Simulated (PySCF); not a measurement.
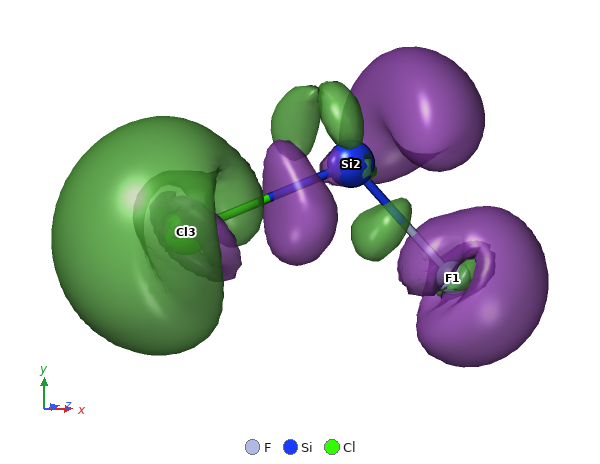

*ClFSi, triplet, SMILES `F[Si]Cl`. Change of the electron density in a uniform field of 0.26 V/Å, surfaces at ±0.002 e/Å³ (purple: gain, green: loss).*

Computed with PySCF, BLYP/def2-SVP, geometry: GFN2-xTB. No frequency check shows the geometry to be a minimum. A basis without diffuse functions makes polarisabilities too small. The stability of the open-shell solution wasn't checked. GFN2-xTB bond lengths at metals and heavier atoms can be off by up to 0.1 Å and shapes distorted, which carries into these values. This spin state may not be the molecule's ground state. GFN2-xTB doesn't know the spin state, so this open-shell geometry is rough.

The field was applied in both directions; the picture shows the one opposite to the script's first.

Along which Cartesian direction does the field point?

Answer. Along −x: electrons gather on the +x side, against the field.

How large is the response?

Answer. The induced dipole is 0.52 D (along the field); α along this axis, from the fields in both directions, is 41 bohr³ (6.0 Å³).

The PySCF run took 13 s on 1 thread of Intel(R) Xeon(R) Platinum 8375C CPU @ 2.90GHz (Ice Lake), with other jobs on the host, peak memory 0.26 GiB.
